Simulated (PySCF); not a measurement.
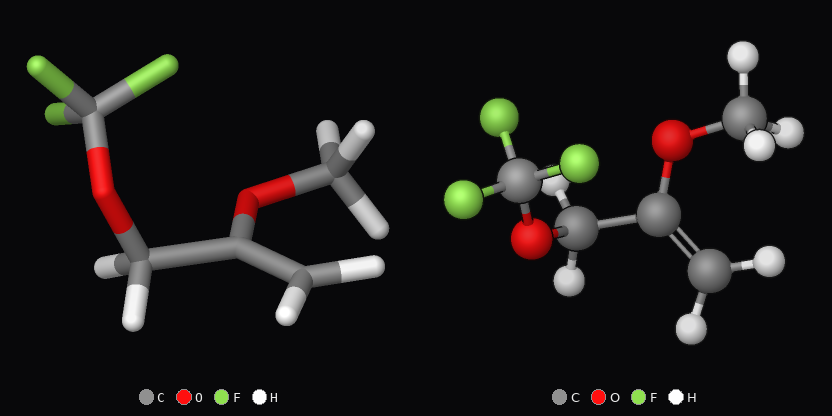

The same structure drawn twice, from different directions.

The computed structure is the end point of a PBE0-D3(BJ)/def2-SVP optimisation. No frequency run is at hand to confirm it as a minimum.

Description:

It has 17 atoms: 5 carbon, 7 hydrogen, 3 fluorine and 2 oxygen (C₅H₇F₃O₂). As SMILES it reads `C=C(COC(F)(F)F)OC`. It has no ring. Among its groups: ether, alkene, C–F bond. The point group is C1. Coordination: 2 C trigonal planar; 3 C tetrahedral; 2 O bent.

More results for the same structure follow; atom numbers are the same in all pictures, views and colours differ.

Shape

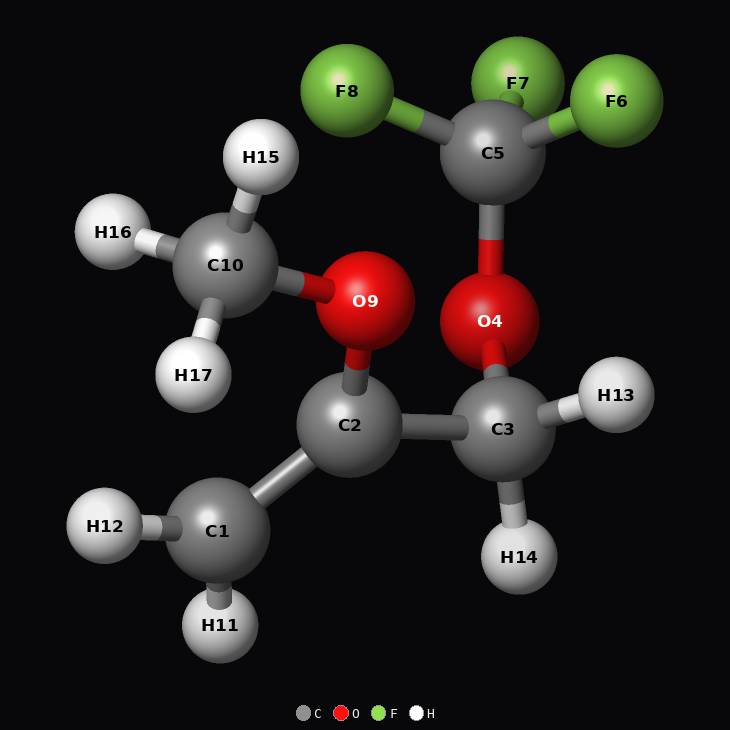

Numbered structure. No frequency run is at hand to confirm it as a minimum.

List the bonds and their lengths.

| bond | length (Å) | order |
| --- | --- | --- |
| C1–C2 | 1.340 | double |
| C1–H11 | 1.090 | single |
| C1–H12 | 1.090 | single |
| C2–C3 | 1.501 | single |
| C2–O9 | 1.345 | single |
| C3–O4 | 1.428 | single |
| C3–H13 | 1.101 | single |
| C3–H14 | 1.095 | single |
| O4–C5 | 1.336 | single |
| C5–F6 | 1.336 | single |
| C5–F7 | 1.323 | single |
| C5–F8 | 1.337 | single |
| O9–C10 | 1.400 | single |
| C10–H15 | 1.097 | single |
| C10–H16 | 1.104 | single |
| C10–H17 | 1.104 | single |

Dipole moment

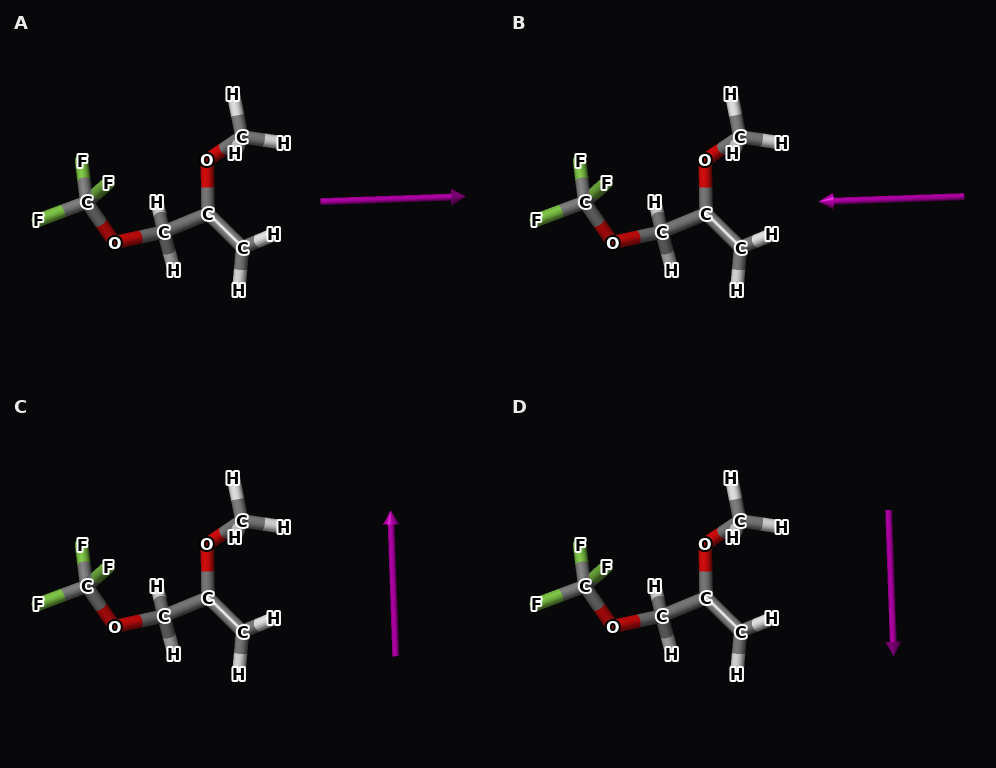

The same molecule four times, each with an arrow. No frequency run is at hand to confirm it as a minimum. Properties computed with PBE0/pcSseg-1 in chloroform (IEF-PCM) (PySCF 2.14.0).

Question: Which arrow points along the dipole moment, from the negative to the positive end?

Answer: A. The dipole moment is 3.37 D.

Charges

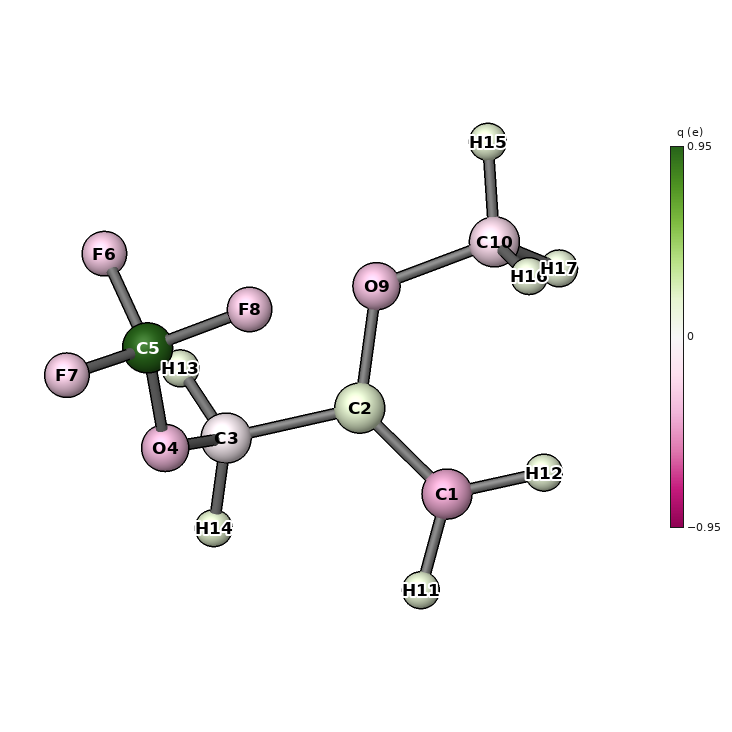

Atoms are coloured by their IAO charges. No frequency run is at hand to confirm it as a minimum. Level of theory: PBE0/pcSseg-1 in chloroform (IEF-PCM) (PySCF 2.14.0).

Question: Which atom carries the highest charge (most positive or least negative)?

Answer: C5 (0.95 e).

Question: And the lowest?

Answer: C1 (−0.42 e).

Give the IAO charges atom by atom.

```
atom  value (e)
  C1      −0.42
  C2       0.18
  C3      −0.08
  O4      −0.37
  C5       0.95
  F6      −0.29
  F7      −0.27
  F8      −0.29
  O9      −0.33
 C10      −0.21
 H11       0.16
 H12       0.16
 H13       0.16
 H14       0.18
 H15       0.17
 H16       0.14
 H17       0.14
```

NMR shielding

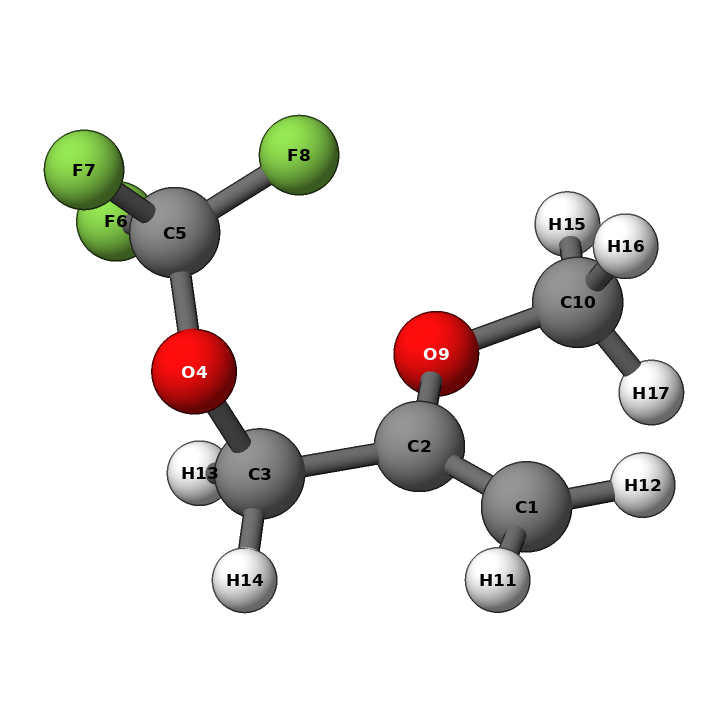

No frequency run is at hand to confirm it as a minimum. Method: GIAO PBE0/pcSseg-1 NMR shielding, non-relativistic, IEF-PCM chloroform (PySCF 2.14.0). Principal shieldings σ11 ≤ σ22 ≤ σ33, span Ω = σ33 − σ11, skew κ = 3(σiso − σ22)/Ω.

Question: Which O atom has the most anisotropic shielding?

Answer: O9, with a span of 212 ppm.

Give the shielding tensors of the O atoms.

| atom | σ11 | σ22 | σ33 | σiso | Ω | κ |
| --- | --- | --- | --- | --- | --- | --- |
| O4 | 176.9 | 216.2 | 247.2 | 213.5 | 70.3 | −0.12 |
| O9 | 87.3 | 231.9 | 299.6 | 206.3 | 212.3 | −0.36 |

Shieldings and span in ppm.
